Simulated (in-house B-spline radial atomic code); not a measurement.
**Te⁴⁵⁺: starting-point dependence of G0W0 and RPA**

G0W0 and RPA are one-shot methods. How much does the choice of start matter for Te⁴⁵⁺?

Program: an in-house B-spline radial atomic code, version 1. Level of theory: RPA, second order, AC-SOSEX and G0W0 (contour deformation) on a non-relativistic mean field, all electrons; no spin-orbit coupling, Breit or QED terms. These are calculated values, not measurements, unless marked.

### 1 The atom as given

- element: tellurium (Z = 52)
- charge: +45
- electrons: 7
- configuration: [He] 2s2 2p3
- Hamiltonian: non-relativistic, point nucleus
- starts: Hartree-Fock, PBE, r2SCAN, BLYP, r2SCAN0

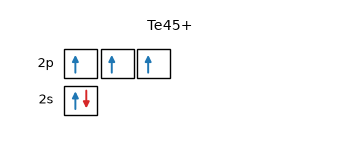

Outer shells as boxes.

### 2 Hartree-Fock start

The run's settings:

```ini
Z = 52
electrons = 7.0
configuration = [He] 2s2 2p3
hamiltonian = nr
method = hf
lmax = 9
spin_polarised = True
box_radius = 2.26
intervals = 46
```

Run with:

```bash
> python run_gw.py task.json out
```

The settings of every run stand in task.json; they run in order.

The runs that follow: PBE start; r2SCAN start; BLYP start; r2SCAN0 start.

Before running it: what results should come out? Wanted: highest level, mean field; highest level, G0W0; RPA correlation energy; RPA+SOSEX.

**Answer**, as computed:

| quantity | value |
| --- | --- |
| highest level, mean field (range over the runs) | -7706.4 to -7592.7 eV |
| highest level, G0W0 (range over the runs) | -7703.5 to -7701.3 eV |
| RPA correlation energy | -0.5581 to -0.4679 hartree |
| RPA+SOSEX | -0.2174 to -0.2145 hartree |
| tabulated theoretical ionisation energy (2p shell) | 7714.0 ± 4 eV (NIST Atomic Spectra Database, ionization energies) |
| G0W0 removal energy less that value | -12.7 to -10.5 eV |

The starts spread the highest level over 114 eV; after G0W0 2.2 eV remain, 2.0 % of that. On the semilocal starts the correction is downwards, 95 to 109 eV, since their self-interaction lifts occupied levels. RPA gives the most correlation on PBE and the least on Hartree-Fock (16 % apart); over the runs it loosely follows the gap of the start, as smaller excitation energies give more correlation. The tabulated theoretical ionisation energy is 7714.0 ± 4 eV. G0W0 is off by about -12.3 eV (-0.16 %) in every run shown, whatever the start. Relativity is left out, and for this shell its effect can be as large as the miss, so the comparison tests the Hamiltonian as much as the method. Read as a removal energy, the bare PBE level is off by -121 eV (-1.6 %) and the nearest bare level, Hartree-Fock's, by -7.63 eV. For so heavy an element the non-relativistic levels are a model, not the real atom's.
